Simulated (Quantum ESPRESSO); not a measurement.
**Germanium (Fd-3m): how pressure shifts the optical phonon**

Wanted: a fit of frequency against volume for Germanium (Fd-3m), tested on a run that is left out of it.

Program: Quantum ESPRESSO 7.5. Level of theory: DFT LDA, scalar-relativistic, plane waves, PseudoDojo norm-conserving pseudopotentials. Results are calculated unless marked as measured.

## (1) The relaxed structure

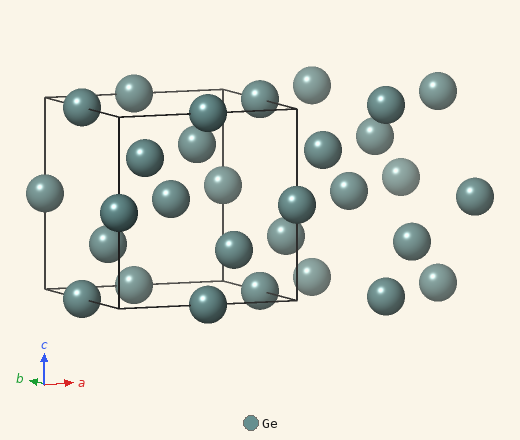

Start, viewed slightly off an axis; germanium teal. 2×1×1 cells are drawn. This picture shows the conventional cell, with its axes. Some periodic images of atoms are drawn too.

This is the cell after its relaxation at this level of theory, not the database cell from which that began.

## (2) Runs at several volumes

The relaxed cell is scaled uniformly; in this structure symmetry fixes all atoms, so nothing has to be relaxed anew. Each volume gets a ground state and a response at Γ. Cutoff 86 Ry, k mesh 8×8×8 with shifts.

From the response at V/V₀ = 0.94:

Log:

```text
[banners, grids, parts of the stress and lines that vanish by symmetry left out]
Program PHONON v.7.5
     Reading xml data from directory:

[...]
Exchange-correlation= PW
                           (   1   4   0   0   0   0   0)
[...]
kinetic-energy cut-off    =      86.0000  Ry
     charge density cut-off    =     344.0000  Ry
     convergence threshold     =      1.0E-18
[...]
Exchange-correlation= PW
                           (   1   4   0   0   0   0   0)
[...]
q = (   0.0000000   0.0000000   0.0000000 )
     49 Sym.Ops. (with q -> -q+G )
     G cutoff =  943.1159  (  30395 G-vectors)     FFT grid: ( 48, 48, 48)
     number of k points=    60
[...]
Mode symmetry, O_h (m-3m)  point group:
[...]
Dielectric constant
[...]
End of electric fields calculation
          Dielectric constant in cartesian axis
          (      18.275878435       0.000000000       0.000000000 )
          (       0.000000000      18.275878435       0.000000000 )
          (       0.000000000       0.000000000      18.275878435 )
          Effective charges (d Force / dE) in cartesian axis without acoustic sum rule applied (asr)
           atom    1  Ge    Mean Z*:       -0.00942
      Ex  (       -0.00942       -0.00000        0.00000 )
      Ey  (       -0.00000       -0.00942        0.00000 )
      Ez  (        0.00000        0.00000       -0.00942 )
           atom    2  Ge    Mean Z*:       -0.00942
      Ex  (       -0.00942       -0.00000        0.00000 )
      Ey  (       -0.00000       -0.00942       -0.00000 )
      Ez  (       -0.00000       -0.00000       -0.00942 )
          Effective charges Sum: Mean:       -0.01884
[...]
Effective charges (d Force / dE) in cartesian axis with asr applied:
           atom    1  Ge    Mean Z*:        0.00000
[...]
atom    2  Ge    Mean Z*:        0.00000
[...]
Representation #   1 modes #   1   2   3
[...]
End of self-consistent calculation
     Convergence has been achieved
     Representation #   2 modes #   4   5   6
[...]
End of self-consistent calculation
     Convergence has been achieved
[...]
Dielectric constant in cartesian axis
          (      18.275878435       0.000000000       0.000000000 )
          (       0.000000000      18.275878435       0.000000000 )
          (       0.000000000       0.000000000      18.275878435 )
          Effective charges (d Force / dE) in cartesian axis without acoustic sum rule applied (asr)
           atom    1  Ge    Mean Z*:       -0.00942
      Ex  (       -0.00942       -0.00000        0.00000 )
      Ey  (       -0.00000       -0.00942        0.00000 )
      Ez  (        0.00000        0.00000       -0.00942 )
           atom    2  Ge    Mean Z*:       -0.00942
      Ex  (       -0.00942       -0.00000        0.00000 )
      Ey  (       -0.00000       -0.00942       -0.00000 )
      Ez  (       -0.00000       -0.00000       -0.00942 )
          Effective charges Sum: Mean:       -0.01884
[...]
Effective charges (d Force / dE) in cartesian axis with asr applied:
           atom    1  Ge    Mean Z*:        0.00000
[...]
atom    2  Ge    Mean Z*:        0.00000
[...]
q = (    0.000000000   0.000000000   0.000000000 )
[...]
freq (    1) =       0.093986 [THz] =       3.135031 [cm-1]
     freq (    2) =       0.093986 [THz] =       3.135031 [cm-1]
     freq (    3) =       0.093986 [THz] =       3.135031 [cm-1]
     freq (    4) =       9.432424 [THz] =     314.631788 [cm-1]
     freq (    5) =       9.432424 [THz] =     314.631788 [cm-1]
     freq (    6) =       9.432424 [THz] =     314.631788 [cm-1]
[...]
Mode symmetry, O_h (m-3m)  point group:
     freq (   1-   3) =          3.1  [cm-1]   --> T_1u G_15  G_4- I
     freq (   4-   6) =        314.6  [cm-1]   --> T_2g G_25' G_5+ R

   JOB DONE.
```

One volume, V/V₀ = 0.97, is held back as a test.

```csv
V/V₀,volume (Å³/atom),pressure (GPa),ω (cm⁻¹)
0.94,20.858,5.18,314.63
0.97,21.523,2.36,held back
1,22.189,-0.01,294.54
1.03,22.855,-2.00,285.16
1.06,23.520,-3.68,276.18
```

## (3) The fit

The mode Grüneisen parameter is γ = −d ln ω / d ln V.

```csv
ln(V/V₀),ln ω
-0.0619,5.7514
0.0000,5.6854
0.0296,5.6531
0.0583,5.6211
```

A straight line through these points has the slope -1.083, so γ = 1.08; at V/V₀ = 0.97 it predicts ω = exp(5.6848 + 0.0330) = 304.22 cm⁻¹.

A parabola of pressure against ln V through V/V₀ = 0.97, 1 and 1.03 gives the bulk modulus B = −dP/d ln V = 73 GPa at V₀. With ω₀ from the fitted line the pressure coefficient follows as dω/dP = γ ω₀ / B = 1.08 × 294.3 / 73 = 4.40 cm⁻¹/GPa.

## (4) The run that was held back

Log:

```text
[banners, grids, parts of the stress and lines that vanish by symmetry left out]
[banner, memory and clock lines left out]
Program PHONON v.7.5

[...]
Exchange-correlation= PW
                           (   1   4   0   0   0   0   0)
[...]
kinetic-energy cut-off    =      86.0000  Ry
     charge density cut-off    =     344.0000  Ry
     convergence threshold     =      1.0E-18
[...]
Exchange-correlation= PW
                           (   1   4   0   0   0   0   0)
[...]
q = (   0.0000000   0.0000000   0.0000000 )
     49 Sym.Ops. (with q -> -q+G )
     G cutoff =  963.0769  (  31139 G-vectors)     FFT grid: ( 48, 48, 48)
     number of k points=    60
[...]
Mode symmetry, O_h (m-3m)  point group:
[...]
Dielectric constant
[...]
End of electric fields calculation
          Dielectric constant in cartesian axis
          (      19.897977790       0.000000000       0.000000000 )
          (       0.000000000      19.897977790      -0.000000000 )
          (       0.000000000      -0.000000000      19.897977790 )
          Effective charges (d Force / dE) in cartesian axis without acoustic sum rule applied (asr)
           atom    1  Ge    Mean Z*:       -0.01213
      Ex  (       -0.01213        0.00000        0.00000 )
      Ey  (        0.00000       -0.01213       -0.00000 )
      Ez  (        0.00000       -0.00000       -0.01213 )
           atom    2  Ge    Mean Z*:       -0.01213
      Ex  (       -0.01213        0.00000        0.00000 )
      Ey  (        0.00000       -0.01213       -0.00000 )
      Ez  (       -0.00000       -0.00000       -0.01213 )
[...]
Representation #   1 modes #   1   2   3
[...]
End of self-consistent calculation
     Convergence has been achieved
     Representation #   2 modes #   4   5   6
[...]
End of self-consistent calculation
     Convergence has been achieved
[...]
Dielectric constant in cartesian axis
          (      19.897977790       0.000000000       0.000000000 )
          (       0.000000000      19.897977790      -0.000000000 )
          (       0.000000000      -0.000000000      19.897977790 )
          Effective charges (d Force / dE) in cartesian axis without acoustic sum rule applied (asr)
           atom    1  Ge    Mean Z*:       -0.01213
      Ex  (       -0.01213        0.00000        0.00000 )
      Ey  (        0.00000       -0.01213       -0.00000 )
      Ez  (        0.00000       -0.00000       -0.01213 )
           atom    2  Ge    Mean Z*:       -0.01213
      Ex  (       -0.01213        0.00000        0.00000 )
      Ey  (        0.00000       -0.01213       -0.00000 )
      Ez  (       -0.00000       -0.00000       -0.01213 )
          Effective charges Sum: Mean:       -0.02427
[...]
Effective charges (d Force / dE) in cartesian axis with asr applied:
           atom    1  Ge    Mean Z*:        0.00000
[...]
atom    2  Ge    Mean Z*:       -0.00000
[...]
q = (    0.000000000   0.000000000   0.000000000 )
[...]
freq (    1) =       0.059443 [THz] =       1.982814 [cm-1]
     freq (    2) =       0.059443 [THz] =       1.982814 [cm-1]
     freq (    3) =       0.059443 [THz] =       1.982814 [cm-1]
     freq (    4) =       9.123769 [THz] =     304.336167 [cm-1]
     freq (    5) =       9.123769 [THz] =     304.336167 [cm-1]
     freq (    6) =       9.123769 [THz] =     304.336167 [cm-1]
[...]
Mode symmetry, O_h (m-3m)  point group:
     freq (   1-   3) =          2.0  [cm-1]   --> T_1u G_15  G_4- I
     freq (   4-   6) =        304.3  [cm-1]   --> T_2g G_25' G_5+ R
```

It gives 304.34 cm⁻¹ against the predicted 304.22 cm⁻¹, a miss of 0.1 cm⁻¹.

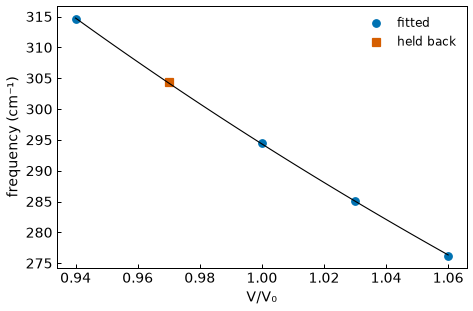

Frequency against volume, with the power-law fit.

## (5) Summary of results

```json
{
  "mode Grüneisen parameter": "1.083",
  "bulk modulus": "72.6 GPa",
  "pressure coefficient": "4.40 cm⁻¹/GPa"
}
```

The highest optical mode of Germanium (Fd-3m) stiffens by 4.40 cm⁻¹ a GPa near the relaxed volume, with γ = 1.08. The power law meets all 5 runs within 0.07 %; between neighbouring volumes γ runs from 1.06 to 1.11. Such a coefficient turns a measured shift of this mode into a hydrostatic stress; uniaxial or biaxial stress splits the mode and needs deformation potentials. These are harmonic values at zero temperature for the structure held cubic, which a run at Γ can't show to be stable; the bulk modulus rests on three points.

[Host names and launcher messages were left out of these logs when they were recorded.]

[Logs are printed without paths, hosts, clocks, repeated set-up lines and the standing remarks that a program may print on its own settings, such as how far it seeks lower states.]

[Hosts, paths, dates, database ids (printed as entryN), source tags and the programs' standing remarks are cut or masked in the printed files.]
